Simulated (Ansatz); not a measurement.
## LiBe₁₆: geometry relaxation (part 2 of 2)

Continued. System: LiBe₁₆ (defect cell, 17 atoms in the cell). Method: DFT r2SCAN, scalar-relativistic, plane waves, PAW, no spin polarisation (Ansatz 0.2.0); cutoff 500 eV, 5×5×3 k-mesh, Gaussian smearing of 0.1 eV. It belongs to a series of runs on one base structure; here: end point B relaxed.

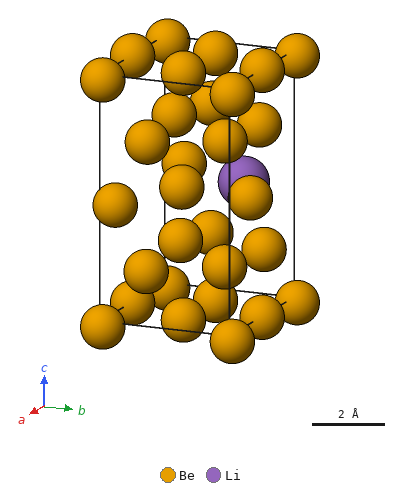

Figure 1. The geometry at step 7 of the log (spheres-only view of the cell of the calculation, seen slightly off an axis).

**Output, continued**
```
--- Per-component energies (eV) ---
  E_band       = 19.811560
  E_kinetic    = 369.124452
  E_local      = -86.053313  (includes V_loc(G=0)·N_el)
  E_nonlocal   = 38.069285
  E_hartree    = 49.404176
  E_xc         = -317.614038
  E_vxc        = -376.930524  (∫ρ·V_xc dr)
  E_paw        = -997.507876  (= ΣΔE_a)
  E_vpaw       = -38.370576  (= ΣTr[D̂ρ^β])
  E_aug_tail   = -0.000111  (compensation charges beyond the density's cutoff)
  E_vtau       = 15.164139  (kinetic-family band-sum trace: ∫τ·v_τ [+ j·A + Jᵃ·Aᵃ] dr)
  E_ewald      = -748.879941
  E_core_change = -0.192433  (= ΣΔE_core)
  E_smearing   = -0.012388  (= −TS)
  E_closure    = -0.000000  (closes the sum)
  Σ components = -1693.662186   (vs F -1693.662186, Δ=0.00e0)
--- Forces (eV/Å), atoms counted from 1 ---
  atom   1  Be     0.01766576     0.00720514    -0.00516453
  atom   2  Be     0.00604396     0.00012402    -0.00291540
  atom   3  Be     0.00121403     0.00660247    -0.00692265
  atom   4  Be     0.02038925     0.00269431     0.01075227
  atom   5  Be    -0.01608648     0.01769811     0.00903638
  atom   6  Be     0.00231374    -0.01884512     0.00853602
  atom   7  Be    -0.01089886     0.01163781    -0.00413664
  atom   8  Be    -0.00252996    -0.02809930    -0.01225370
  atom   9  Be    -0.00401707     0.01323992    -0.00530682
  atom  10  Be    -0.00432286     0.00021794    -0.00188358
  atom  11  Be    -0.00040140    -0.00660003    -0.01130048
  atom  12  Be     0.01904028    -0.00094521     0.00409774
  atom  13  Be     0.01670719    -0.00907689     0.00278859
  atom  14  Be    -0.01156453     0.00472498     0.00039131
  atom  15  Be     0.00667175    -0.00631300    -0.00713731
  atom  16  Be    -0.02811183     0.00282058     0.00501633
  atom  17  Li    -0.01211645     0.00291936     0.01633358
  max |Σ_I F_I| component: 6.89e-5 eV/Å
--- Relaxed structure (11 steps of the walk, 11 accepted, 0 SCFs on fresh bases) ---
  F+E_penalty+E_count = -1693.66218577 eV   max|allowed force component| = 2.811e-2 eV/Å
  atoms:
    - { symbol: Be, position: [0.7414910950302166, 0.5267931050949776, -0.0066994850945510396] }
    - { symbol: Be, position: [0.4893215951034955, 0.39162074348679343, 0.24118566237478384] }
    - { symbol: Be, position: [0.7172828930390575, 0.4524365837481061, 0.49382332802971535] }
    - { symbol: Be, position: [0.4897480402439346, 0.3904455853447704, 0.7462336890356355] }
    - { symbol: Be, position: [0.4945625172146495, 0.03619955904881145, -0.006846270410754402] }
    - { symbol: Be, position: [0.24518796746057386, 0.8991946177781309, 0.23931898920961445] }
    - { symbol: Be, position: [0.5222515168164146, -0.15049878313466966, 0.492687832877395] }
    - { symbol: Be, position: [0.2447659973472428, 0.8979198535256188, 0.7469637843489] }
    - { symbol: Be, position: [0.23656574905539204, 0.5411691182864187, -0.006527983382416578] }
    - { symbol: Be, position: [-0.0082316181605257, 0.35425488303739305, 0.2395843065859665] }
    - { symbol: Be, position: [0.3043386924099165, 0.22955285745317427, 0.49406903618993764] }
    - { symbol: Be, position: [-0.007375901226879145, 0.3541037846555126, 0.746671978954643] }
    - { symbol: Be, position: [-0.009706595186219164, 0.033227584087536906, -0.006934637735595954] }
    - { symbol: Be, position: [0.7565899764864191, 0.8484068948040626, 0.2384519536945134] }
    - { symbol: Be, position: [-0.0767734836782178, 0.04765367330381157, 0.4932146361811731] }
    - { symbol: Be, position: [0.7557173609630805, 0.8489148977569718, 0.7475202584323548] }
    - { symbol: Li, position: [0.12322577708144805, 0.6392094017225801, 0.4924361007086859] }
```

**Trajectory as extended XYZ (Å, eV, eV/Å), 6 of the 11 frames kept, from step=1 to step=11**
```
17
Lattice="-2.2900 -3.9664 0.0000 3.4350 -1.9832 0.0000 0.0000 0.0000 7.1769" Properties=species:S:1:pos:R:3:forces:R:3 step=1 energy=-1688.88809
Be    0.0000   -3.9664    0.0000   -0.0563   0.0212  -0.0823
Be    0.0000   -2.6443    1.7942    0.2799  -0.0492   0.2656
Be    0.0000   -3.9664    3.5884   -0.0213   3.5871   2.0976
Be    0.0000   -2.6443    5.3826   -0.0502   0.0251  -0.2341
Be   -1.1450   -1.9832    0.0000    0.0026   0.0091   0.2756
Be    2.2900   -2.6443    1.7942    0.0773  -4.0303  -3.1792
Be   -1.1450   -1.9832    3.5884   -0.2117   0.2478  -0.2642
Be    2.2900   -2.6443    5.3826    0.0710  -0.0011  -0.0562
Be    1.1450   -1.9832    0.0000   -0.0330   0.0533  -0.0706
Be    1.1450   -0.6611    1.7942   -2.7096   1.7552  -1.9535
Be    1.1450   -1.9832    3.5884   -4.5705  -2.3099   3.2801
Be    1.1450   -0.6611    5.3826    0.0332  -0.0331  -0.0860
Be    0.0000    0.0000    0.0000   -0.0150  -0.0064   0.0201
Be    1.1450   -4.6275    1.7942    2.3469   1.4377  -1.9926
Be    0.0000    0.0000    3.5884    4.4546  -2.2439   2.7431
Be    1.1450   -4.6275    5.3826    0.0481  -0.0475  -0.0008
Li    2.2716   -1.4118    2.7642    0.3539   1.5850  -0.7624
17
Lattice="-2.2900 -3.9664 0.0000 3.4350 -1.9832 0.0000 0.0000 0.0000 7.1769" Properties=species:S:1:pos:R:3:forces:R:3 step=3 energy=-1692.61795
Be   -0.0049   -3.9567    0.0017    0.0412   0.0656   0.0642
Be    0.0475   -2.6592    1.8309    0.0650  -0.0577   0.2129
Be   -0.0090   -3.7854    3.7214   -0.0811   0.3714   0.4829
Be   -0.0461   -2.6273    5.4367   -0.0706  -0.0352   0.2548
Be   -1.1243   -2.0021   -0.0441   -0.0201  -0.0402  -0.1957
Be    2.3008   -2.8043    1.6219    0.1613  -0.3664  -0.6545
Be   -1.2005   -1.9393    3.5488   -0.1208   0.0276  -0.2010
Be    2.2997   -2.6509    5.3525    0.0233  -0.0766  -0.1615
Be    1.1350   -1.9808    0.0022   -0.0741  -0.0415   0.1049
Be    0.9865   -0.5545    1.7092   -0.2426   0.1350  -0.3111
Be    0.9384   -2.0757    3.7601   -0.5216  -0.0142   0.6352
Be    1.1899   -0.6889    5.4203    0.1082  -0.0675   0.0915
Be   -0.0258    0.0131   -0.0514   -0.0324   0.0227  -0.1133
Be    1.2575   -4.5675    1.6641    0.2895   0.0707  -0.5284
Be    0.2535   -0.1241    3.6874    0.3864  -0.2036   0.2159
Be    1.1561   -4.6292    5.3616    0.0288   0.0450  -0.1089
Li    2.2772   -1.3988    2.8021    0.0596   0.1646   0.2116
17
Lattice="-2.2900 -3.9664 0.0000 3.4350 -1.9832 0.0000 0.0000 0.0000 7.1769" Properties=species:S:1:pos:R:3:forces:R:3 step=5 energy=-1692.96822
Be    0.0441   -3.9746    0.0104   -0.0060   0.0316  -0.0490
Be    0.1261   -2.7107    1.9458    0.0283  -0.0105   0.1748
Be   -0.0769   -3.6631    3.8906    0.0846  -0.3175  -0.2579
Be   -0.0382   -2.6540    5.6026    0.0325  -0.0393  -0.0218
Be   -1.1332   -2.0088   -0.0749   -0.1064   0.0884   0.0599
Be    2.4214   -2.7828    1.5574    0.0016   0.1960   0.1101
Be   -1.3745   -1.8537    3.4329    0.0808  -0.0403   0.0688
Be    2.3369   -2.6784    5.2534    0.0436   0.0039   0.0067
Be    1.1636   -2.0120    0.0103   -0.0395  -0.0045  -0.0159
Be    1.0889   -0.6075    1.5695    0.0385  -0.0347  -0.0192
Be    0.6961   -1.9827    3.9407   -0.0563   0.2592  -0.1467
Be    1.2092   -0.6843    5.4114    0.0916  -0.0776   0.0586
Be    0.0179   -0.0107   -0.1327   -0.0310   0.0023  -0.1866
Be    1.2771   -4.6745    1.6036   -0.1779  -0.0246   0.0408
Be    0.3190   -0.1022    3.5064    0.1053  -0.0045  -0.1458
Be    1.1894   -4.6580    5.2943   -0.0482   0.0386   0.0585
Li    2.1646   -1.3738    3.0037   -0.0416  -0.0669   0.2654
17
Lattice="-2.2900 -3.9664 0.0000 3.4350 -1.9832 0.0000 0.0000 0.0000 7.1769" Properties=species:S:1:pos:R:3:forces:R:3 step=7 energy=-1693.32142
Be    0.0703   -3.9878   -0.0287    0.0242   0.0143   0.0969
Be    0.1387   -2.6760    1.9306   -0.1033   0.0007  -0.0761
Be    0.0573   -3.7014    3.7600   -0.0260   0.0944  -0.0759
Be   -0.0413   -2.6981    5.5969    0.1381  -0.0535  -0.1138
Be   -1.1378   -1.9962   -0.0192    0.0872  -0.0636  -0.0112
Be    2.4956   -2.7090    1.6061   -0.0204  -0.1316  -0.0494
Be   -1.4564   -1.8583    3.4236   -0.0885  -0.2029  -0.2321
Be    2.3669   -2.7054    5.2300    0.0233  -0.0844   0.2832
Be    1.2030   -2.0155   -0.0153    0.0009   0.0210   0.0110
Be    1.2347   -0.6465    1.5824   -0.1117   0.0255   0.0702
Be    0.3454   -1.8014    3.9286    0.0285   0.3564  -0.1861
Be    1.2633   -0.6946    5.3546   -0.1365  -0.0052   0.0558
Be    0.0791   -0.0278   -0.1569    0.0102   0.0363   0.0535
Be    1.1500   -4.6993    1.6700    0.1510   0.2026  -0.1579
Be    0.4385    0.0284    3.3571   -0.0805   0.3211   0.3075
Be    1.1689   -4.6579    5.3179    0.0322  -0.0470  -0.1171
Li    2.0553   -1.5848    3.2877    0.0714  -0.4844   0.1417
17
Lattice="-2.2900 -3.9664 0.0000 3.4350 -1.9832 0.0000 0.0000 0.0000 7.1769" Properties=species:S:1:pos:R:3:forces:R:3 step=9 energy=-1693.60784
Be    0.0831   -3.9853   -0.0405   -0.0239   0.0140  -0.0096
Be    0.1240   -2.6943    1.8182    0.0311  -0.0520   0.0103
Be    0.0187   -3.7493    3.6216   -0.0049   0.1274  -0.0424
Be    0.1237   -2.6960    5.4554    0.0468  -0.0293  -0.1619
Be   -1.0615   -2.0302   -0.0445   -0.0508   0.0611   0.0081
Be    2.5100   -2.7457    1.6822    0.0327   0.0004  -0.0261
Be   -1.5786   -1.8469    3.3971    0.0802   0.0201   0.2354
Be    2.4562   -2.7556    5.3498    0.0758  -0.0083   0.0314
Be    1.2593   -2.0048   -0.0110    0.0104  -0.0023  -0.0252
Be    1.2340   -0.6702    1.7161    0.0092   0.0088  -0.1282
Be    0.1907   -1.6310    3.6873   -0.2142  -0.2056  -0.1379
Be    1.2271   -0.6892    5.3431    0.0407  -0.0017   0.1345
Be    0.1055   -0.0299   -0.0798    0.0530   0.0189   0.0381
Be    1.1405   -4.6719    1.6653   -0.0360  -0.0386  -0.0632
Be    0.4256    0.2067    3.4566   -0.0131   0.0823   0.0802
Be    1.1778   -4.6686    5.3146    0.0121   0.0189   0.0018
Li    1.9954   -1.7692    3.4939   -0.0489  -0.0144   0.0548
17
Lattice="-2.2900 -3.9664 0.0000 3.4350 -1.9832 0.0000 0.0000 0.0000 7.1769" Properties=species:S:1:pos:R:3:forces:R:3 step=11 energy=-1693.66219
Be    0.1115   -3.9858   -0.0481    0.0177   0.0072  -0.0052
Be    0.2247   -2.7175    1.7310    0.0060   0.0001  -0.0029
Be   -0.0885   -3.7423    3.5441    0.0012   0.0066  -0.0069
Be    0.2197   -2.7169    5.3556    0.0204   0.0027   0.0108
Be   -1.0082   -2.0334   -0.0491   -0.0161   0.0177   0.0090
Be    2.5273   -2.7558    1.7176    0.0023  -0.0188   0.0085
Be   -1.7129   -1.7730    3.5360   -0.0109   0.0116  -0.0041
Be    2.5238   -2.7516    5.3609   -0.0025  -0.0281  -0.0122
Be    1.3172   -2.0116   -0.0469   -0.0040   0.0132  -0.0053
Be    1.2357   -0.6699    1.7195   -0.0043   0.0002  -0.0019
Be    0.0916   -1.6624    3.5459   -0.0004  -0.0066  -0.0113
Be    1.2332   -0.6730    5.3588    0.0190  -0.0009   0.0041
Be    0.1364   -0.0274   -0.0498    0.0167  -0.0091   0.0028
Be    1.1817   -4.6835    1.7113   -0.0116   0.0047   0.0004
Be    0.3395    0.2100    3.5397    0.0067  -0.0063  -0.0071
Be    1.1854   -4.6810    5.3648   -0.0281   0.0028   0.0050
Li    1.9135   -1.7564    3.5341   -0.0121   0.0029   0.0163
```

The run was set up as follows.

**The input**
```yaml
crystal:
  lattice:
    - [-2.29, -3.966396, 0.0]
    - [3.435, -1.983198, 0.0]
    - [0.0, 0.0, 7.17686]
  atoms:
    - { symbol: Be, position: [0.75000007, 0.50000004, 0.0] }
    - { symbol: Be, position: [0.50000004, 0.33333336, 0.25] }
    - { symbol: Be, position: [0.75000007, 0.50000004, 0.5] }
    - { symbol: Be, position: [0.50000004, 0.33333336, 0.75] }
    - { symbol: Be, position: [0.50000003, 2.0e-08, 0.0] }
    - { symbol: Be, position: [0.25000004, 0.83333336, 0.25] }
    - { symbol: Be, position: [0.50000003, 2.0e-08, 0.5] }
    - { symbol: Be, position: [0.25000004, 0.83333336, 0.75] }
    - { symbol: Be, position: [0.25000003, 0.50000002, 0.0] }
    - { symbol: Be, position: [1.0e-08, 0.33333334, 0.25] }
    - { symbol: Be, position: [0.25000003, 0.50000002, 0.5] }
    - { symbol: Be, position: [1.0e-08, 0.33333334, 0.75] }
    - { symbol: Be, position: [0.0, 0.0, 0.0] }
    - { symbol: Be, position: [0.75000008, 0.83333338, 0.25] }
    - { symbol: Be, position: [0.0, 0.0, 0.5] }
    - { symbol: Be, position: [0.75000008, 0.83333338, 0.75] }
    - { symbol: Li, position: [0.01896098, 0.67393732, 0.38515318] }
basis:
  ecutwfc: 500.0
kpoints:
  mp_grid: { grid: [5, 5, 3] }
hamiltonian:
  xc: r2scan
scf:
  occupations: { method: gaussian, width: 0.1 }
  lower_state_search: "off"
relax:
  f_tol: 0.03
  max_steps: 60
  adjacent_minimum: "off"
```

Launch command:
```bash
ansatz run input.yaml --threads 2 --pin off --max-ram 5120MiB --backend cpu --events-out ev --progress --plain --runs-dir out
```

**Results in brief**

```json
{"quantity": "outcome", "value": "converged"}
{"quantity": "electrons treated", "value": "35"}
{"quantity": "free energy", "value": "−1693.6622 eV"}
{"quantity": "Fermi energy", "value": "8.408 eV"}
{"quantity": "final volume", "value": "130.38 Å³"}
{"quantity": "largest force (length of the vector) at the end", "value": "0.031 eV/Å"}
{"quantity": "hardware", "value": "2 threads of Arm Neoverse V2, 24 GiB of memory available, shared host"}
{"quantity": "wall time", "value": "3.3 min (CPU time 6.4 min)"}
{"quantity": "peak memory", "value": "0.62 GiB"}
```
